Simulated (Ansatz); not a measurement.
# RPA@PBE/aug-cc-pVDZ run of BClF2 (chlorodifluoroborane)

What is the vertical ionisation energy of BClF2 (chlorodifluoroborane) at RPA@PBE/aug-cc-pVDZ? 

The results are computed with Ansatz 0.2.0.

57 further runs of the same task are left out: 57 set aside as unsound or not needed.

### 1 The molecule

The species is BClF2 (4 atoms), meant as a singlet with charge 0. As SMILES, `FB(F)Cl`. Geometry: relaxed at PBE0-D4/def2-TZVP.

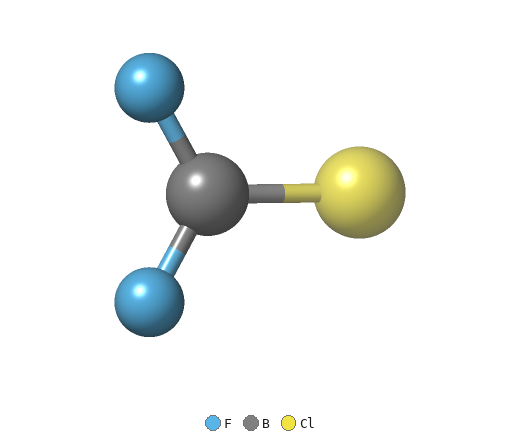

Viewed from a chosen angle; fluorine blue, boron grey, chlorine yellow.

### 2 The energy at RPA@PBE/aug-cc-pVDZ

molecule.yaml reads:

```yaml
crystal:
  periodic: [false, false, false]
  atoms:
    - {symbol: F, position_ang: [-0.173700, -1.254300, -0.546300]}
    - {symbol: B, position_ang: [-0.067100, -0.041300, -0.062000]}
    - {symbol: F, position_ang: [-1.011600, 0.830100, -0.317700]}
    - {symbol: Cl, position_ang: [1.307900, 0.405300, 0.905700]}
basis:
  gaussian:
    orbitals: aug-cc-pVDZ
hamiltonian:
  xc: {name: PBE}
correlation:
  method: rpa
  frozen_orbitals: {B: 1, Cl: 5, F: 1}
accuracy: high
```

Launch:

```bash
$ ansatz run molecule.yaml --threads 1 --pin off --max-ram 3480MiB --events-out events.jsonl --progress --plain --runs-dir runs
```

The program printed:

```text
Warning: RAYON_NUM_THREADS=1 ignored (pool sized by the plan → 1); use --threads N
Functional definition: PBE
  name "PBE"
  parameter kappa = 0.804
  parameter beta = 0.06672455060314922
  exchange = pbe_x(kappa = kappa, mu = beta*pi^2/3)
  correlation = pbe_c(beta = beta)
1877 factors; integrals over basis functions are off by at most 2.9e-9 eV
mean field evaluation 1: about -18623.8706 eV, gradient 4.0e1 eV
mean field evaluation 2: about -18623.8687 eV, gradient 4.1e1 eV
mean field evaluation 4: about -18626.3356 eV, gradient 7.1e0 eV
mean field evaluation 8: about -18626.4486 eV, gradient 1.3e-1 eV
mean field evaluation 16: about -18626.4486 eV, gradient 3.4e-6 eV
mean field -18626.44863260 eV, -684.5093617878 hartree, gradient 2.7e-8 eV, S^2 0.000000; 0 other end points of the search recorded, 0 dependent functions left out
8 core orbitals not correlated: weight in the atoms' cores, before any rotation towards them, 1.000 or more for the frozen orbitals, at most 0.000 for the correlated occupied ones
reference -18591.35198504 eV, -683.2195837792 hartree; 12, 12 occupied and 76, 76 virtual orbitals, 1877 factors
Total energy: -18616.78582472 eV, -684.1542601478 hartree
```

Wall time 9.6 s (1 thread of Arm Neoverse V1, shared host); peak memory 0.31 GiB.

### 3 The doublet cation at the same level

in.yaml reads:

```yaml
crystal:
  periodic: [false, false, false]
  atoms:
    - {symbol: F, position_ang: [-0.173700, -1.254300, -0.546300]}
    - {symbol: B, position_ang: [-0.067100, -0.041300, -0.062000]}
    - {symbol: F, position_ang: [-1.011600, 0.830100, -0.317700]}
    - {symbol: Cl, position_ang: [1.307900, 0.405300, 0.905700]}
basis:
  gaussian: {orbitals: aug-cc-pVDZ}
total_charge: 1
magnetization: {spin_polarized: true, initial_magnetization: 1}
hamiltonian: {xc: {name: PBE}}
correlation: {method: rpa, frozen_orbitals: {B: 1, Cl: 5, F: 1}}
accuracy: high
```

Launch:

```bash
$ ansatz run in.yaml --threads 1 --pin off --max-ram 3480MiB --events-out events.jsonl --progress --plain --runs-dir runs
```

The program printed, shortened:

```text
Warning: RAYON_NUM_THREADS=1 ignored (pool sized by the plan → 1); use --threads N
Functional definition: PBE
  name "PBE"
[...]
1878 factors; integrals over basis functions are off by at most 2.9e-9 eV
[...]
mean field -18613.95151463 eV, -684.0501011732 hartree, gradient 1.4e-8 eV, S^2 0.751851; 8 other end points of the search recorded, 0 dependent functions left out
8 core orbitals not correlated: weight in the atoms' cores, before any rotation towards them, 1.000 or more for the frozen orbitals, at most 0.000 for the correlated occupied ones
reference -18578.13450973 eV, -682.7338505208 hartree; 12, 11 occupied and 76, 77 virtual orbitals, 1878 factors
Total energy: -18604.05150028 eV, -683.6862823561 hartree
```

Run time: 24 s. Hardware: 1 thread of Arm Neoverse V1, shared host; peak memory 0.4 GiB.

### 4 Results

At RPA@PBE/aug-cc-pVDZ, 8 core orbitals frozen:

```
                                          quantity          value
                       singlet BClF2: total energy  -684.15426 Eh
   singlet BClF2: RPA correlation energy (valence)     -934.7 mEh
                      doublet cation: total energy  -683.68628 Eh
  doublet cation: RPA correlation energy (valence)     -952.4 mEh
 doublet cation: ⟨S²⟩ of the reference determinant          0.752
vertical ionisation energy (to the doublet cation)      12.734 eV
```

In words: Removing an electron at fixed nuclei costs 12.73 eV (1229 kJ/mol).
